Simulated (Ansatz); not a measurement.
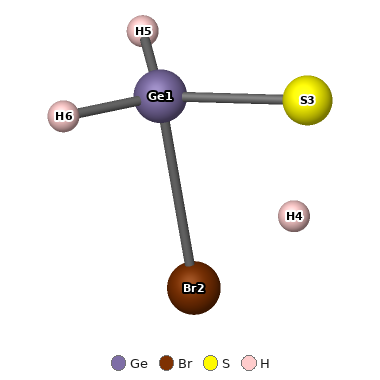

The system is the reacting system BrGeH₃S (fragments BrGeH₃S where the first distance is long, GeH₂S + BrH where the second is long); the picture shows the reference structure. The first coordinate is: distance Br2–H4 (bond that forms); the second: distance S3–H4 (bond that breaks). Relaxed at each point: all other coordinates. The grid has 8 × 8 points. Points are written as (first, second). Energies: kJ/mol, counted from a guessed transition structure relaxed with its forming and breaking bonds held. The reference is spin-restricted, so regions where a bond is pulled apart into radicals lie too high. Level of theory: RKS PBE0-D4/def2-SVP in Ansatz 0.2.0.

Its coordinates:

```xyz
6

Ge   -0.2316    0.4911    0.5096
Br   -0.8086   -1.4301   -1.4482
S     1.8788    0.2248    0.1951
H     1.0371   -0.8812   -0.9303
H    -0.9564    1.7162   -0.0638
H    -0.9193   -0.1207    1.7376
```

Range: distance Br2–H4 (bond that forms) from 1.359 to 3.159 Å; distance S3–H4 (bond that breaks) from 1.224 to 2.424 Å.

What landscape does the calculation give?

The lowest grid point is at (3.159 Å, 1.329 Å), −181 kJ/mol from a guessed transition structure relaxed with its forming and breaking bonds held. It lies on the edge of the grid, but the force there points inwards, so the minimum lies inside the range. The highest grid point, (1.359 Å, 1.224 Å), lies 516 kJ/mol above the lowest. On the interpolated surface the lowest path from the side where the first distance is long, about (3.13 Å, 1.36 Å), to the side where the second distance is long, about (1.46 Å, 2.42 Å), has its top at about (1.52 Å, 2.11 Å), about 182 kJ/mol above the start and 4.1 kJ/mol above the end.

| second ↓, first → | 1.359 | 1.517 | 1.735 | 1.983 | 2.253 | 2.541 | 2.844 | 3.159 |
| --- | --- | --- | --- | --- | --- | --- | --- | --- |
| 2.424 | 6 | 0 | 46 | 102 | 138 | 157 | 166 | 170 |
| 2.214 | 13 | 0 | 29 | 64 | 86 | 98 | 103 | 105 |
| 2.012 | 23 | 1 | 5 | 18 | 27 | 30 | 31 | 33 |
| 1.820 | 42 | 1 | −24 | −32 | −36 | −40 | −43 | −43 |
| 1.640 | 88 | 6 | −49 | −78 | −95 | −106 | −112 | −113 |
| 1.475 | 143 | 28 | −57 | −108 | −137 | −155 | −163 | −165 |
| 1.329 | 230 | 82 | −34 | −104 | −144 | −167 | −178 | −181 |
| 1.224 | 335 | 159 | 19 | −65 | −113 | −140 | −152 | −156 |

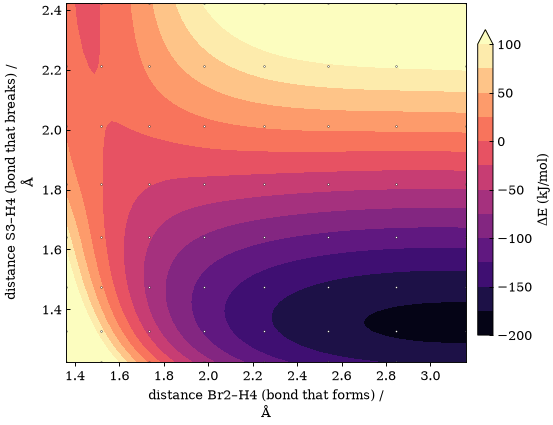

Drawn: filled contours, dots at the grid points, one colour for all values above the top of the scale. Between grid points the surface is interpolated.

Each point was launched as `ansatz run input.yaml --threads 1 --pin off --max-ram 2560MiB --backend cpu --events-out ev --progress --plain --runs-dir out`. The whole map (64 points run) took 17 min on 1 thread of Arm Neoverse V2, on a shared host.
